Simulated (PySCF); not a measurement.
Sn(OH)3(SiMe3), C3H12O3SiSn, SMILES C[Si](C)(C)[Sn]([OH])([OH])[OH] at its GFN2-xTB optimised geometry (Å):

```
20

C      0.0982    -2.4455    -1.9643
Si    -0.9394    -0.9314    -1.4560
C     -2.3801    -1.3443    -0.2932
C     -1.4098     0.1890    -2.9203
Sn     0.6317     0.5027     0.0000
O      2.6737     0.5027     0.0000
O      0.1768    -0.1489     1.8695
O      0.2521     2.4903     0.0000
H      0.9921    -2.1519    -2.5092
H      0.4142    -3.0108    -1.0917
H     -0.4770    -3.1106    -2.6017
H     -2.0039    -1.7187     0.6546
H     -2.9695    -0.4575    -0.0777
H     -3.0397    -2.0941    -0.7206
H     -2.1592    -0.2852    -3.5470
H     -0.5473     0.4131    -3.5427
H     -1.8148     1.1342    -2.5684
H      3.0397    -0.1465     0.5971
H      0.3209     0.4857     2.5672
H      1.0462     3.0108    -0.1028
```

Computed with B3LYP/def2-SVP, def2 effective core potentials past Kr (PySCF). The core electrons that the potentials of Sn replace are not part of the density. Cells within 0.4 Å of a nucleus heavier than hydrogen are left out (blank, or x).

Map of the electrostatic potential (hartree/e), clipped to [-0.08, 0.12] on the plane z = 0.0 Å:

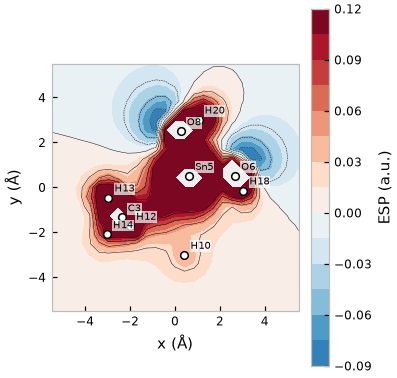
Fig. 1. Electrostatic potential (hartree/e), clipped to [-0.08, 0.12] on the plane z = 0.0 Å.
